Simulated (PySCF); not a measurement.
SMILES C[CH]CC(C)=O (C5H9O), doublet at its GFN2-xTB optimised geometry (Å):

```
15

C      1.8369     0.6854    -2.2688
C      1.6322    -0.5298    -1.4535
C      1.4102    -0.4989     0.0000
C     -0.1222    -0.4989     0.0000
C     -0.7468     0.8726     0.0000
O     -0.7628    -1.5228    -0.0443
H      2.6359     0.5165    -2.9940
H      0.9453     0.9413    -2.8536
H      2.1036     1.5407    -1.6508
H      1.4763    -1.4645    -1.9653
H      1.8097     0.3965     0.4728
H      1.7711    -1.4013     0.4938
H     -1.8097     0.7953    -0.2168
H     -0.2676     1.5228    -0.7264
H     -0.6196     1.3140     0.9884
```

Level of theory: unrestricted CAM-B3LYP/def2-TZVP in PySCF.

Map of the electrostatic potential (hartree/e), clipped to [-0.08, 0.12] on the plane z = 1.0 Å:

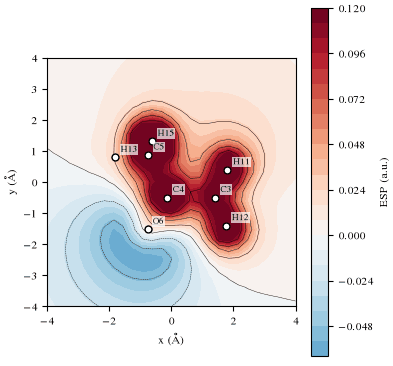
Fig. 1. Electrostatic potential (hartree/e), clipped to [-0.08, 0.12] on the plane z = 1.0 Å.
